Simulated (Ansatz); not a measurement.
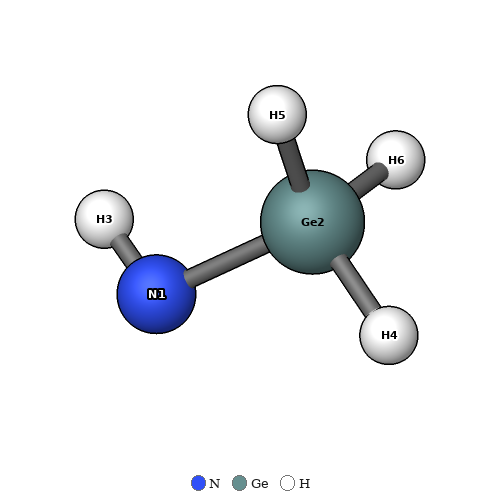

The system is GeH4N, SMILES [NH][GeH3], spin multiplicity 2; the picture shows the reference structure. Coordinates scanned: (1) bond length N1–Ge2; (2) bond length Ge2–H5. Nothing is relaxed (all other coordinates rigid). Grid: 13 × 13 points. Energies: eV, counted from the relaxed molecule at the same level. Computed with Ansatz 0.2.0, UKS B3LYP-D4/def2-TZVP.

Its coordinates:

```xyz
6

N     0.4385   -1.3123    0.4869
Ge   -0.2564    0.2635   -0.2675
H     1.1868   -1.0521    1.1407
H    -1.3701   -0.1460   -1.2391
H     0.8634    1.0159   -1.0165
H    -0.8201    1.1669    0.8493
```

Range: bond length N1–Ge2 from 1.617 to 2.632 Å; bond length Ge2–H5 from 1.296 to 2.006 Å.

### What landscape does the calculation give?

The lowest grid point is at bond length N1–Ge2 = 1.871 Å, bond length Ge2–H5 = 1.533 Å, 0.0017 eV from the relaxed molecule at the same level. It is the only kind of minimum in the scanned range. The highest grid point, bond length N1–Ge2 = 2.632 Å, bond length Ge2–H5 = 2.006 Å, lies 2.82 eV above the lowest. Round the minimum the two coordinates are nearly uncoupled.

| bond length Ge2–H5 ↓, bond length N1–Ge2 → | 1.617 | 1.702 | 1.786 | 1.871 | 1.955 | 2.040 | 2.125 | 2.209 | 2.294 | 2.378 | 2.463 | 2.548 | 2.632 |
| --- | --- | --- | --- | --- | --- | --- | --- | --- | --- | --- | --- | --- | --- |
| 2.006 | 1.81 | 1.25 | 0.98 | 0.91 | 0.98 | 1.13 | 1.34 | 1.58 | 1.83 | 2.09 | 2.35 | 2.59 | 2.82 |
| 1.947 | 1.67 | 1.09 | 0.82 | 0.75 | 0.81 | 0.96 | 1.16 | 1.40 | 1.66 | 1.92 | 2.17 | 2.42 | 2.65 |
| 1.888 | 1.52 | 0.94 | 0.67 | 0.59 | 0.65 | 0.79 | 1.00 | 1.23 | 1.49 | 1.75 | 2.01 | 2.25 | 2.48 |
| 1.829 | 1.39 | 0.80 | 0.52 | 0.44 | 0.50 | 0.64 | 0.84 | 1.08 | 1.33 | 1.59 | 1.85 | 2.10 | 2.33 |
| 1.769 | 1.27 | 0.67 | 0.38 | 0.30 | 0.35 | 0.50 | 0.70 | 0.93 | 1.18 | 1.44 | 1.70 | 1.95 | 2.18 |
| 1.710 | 1.16 | 0.56 | 0.27 | 0.18 | 0.23 | 0.37 | 0.57 | 0.81 | 1.06 | 1.31 | 1.57 | 1.82 | 2.05 |
| 1.651 | 1.07 | 0.47 | 0.17 | 0.08 | 0.13 | 0.27 | 0.47 | 0.70 | 0.96 | 1.21 | 1.47 | 1.72 | 1.95 |
| 1.592 | 1.02 | 0.41 | 0.11 | 0.02 | 0.07 | 0.21 | 0.41 | 0.64 | 0.89 | 1.14 | 1.40 | 1.65 | 1.88 |
| 1.533 | 1.02 | 0.40 | 0.10 | 0.00 | 0.05 | 0.19 | 0.38 | 0.61 | 0.87 | 1.12 | 1.38 | 1.62 | 1.86 |
| 1.474 | 1.07 | 0.45 | 0.14 | 0.04 | 0.09 | 0.22 | 0.42 | 0.65 | 0.90 | 1.16 | 1.41 | 1.66 | 1.89 |
| 1.415 | 1.20 | 0.57 | 0.26 | 0.16 | 0.21 | 0.34 | 0.54 | 0.77 | 1.02 | 1.27 | 1.53 | 1.78 | 2.01 |
| 1.355 | 1.43 | 0.80 | 0.49 | 0.39 | 0.43 | 0.56 | 0.76 | 0.99 | 1.24 | 1.49 | 1.75 | 1.99 | 2.23 |
| 1.296 | 1.79 | 1.16 | 0.84 | 0.73 | 0.77 | 0.91 | 1.10 | 1.33 | 1.58 | 1.83 | 2.09 | 2.34 | 2.57 |

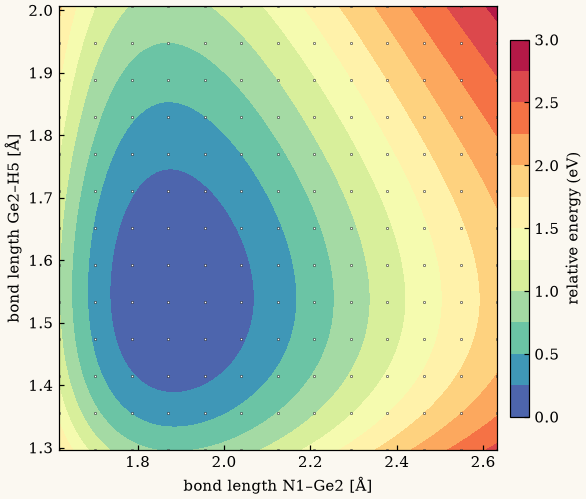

The picture shows filled contours, dots at the grid points. Between grid points the surface is interpolated.

Each point was launched as `ansatz run input.yaml --threads 1 --pin off --max-ram 2560MiB --backend cpu --events-out ev --progress --plain --runs-dir out`. The whole map (169 points run) took 12 min on 1 thread of Arm Neoverse V2 (shared host).
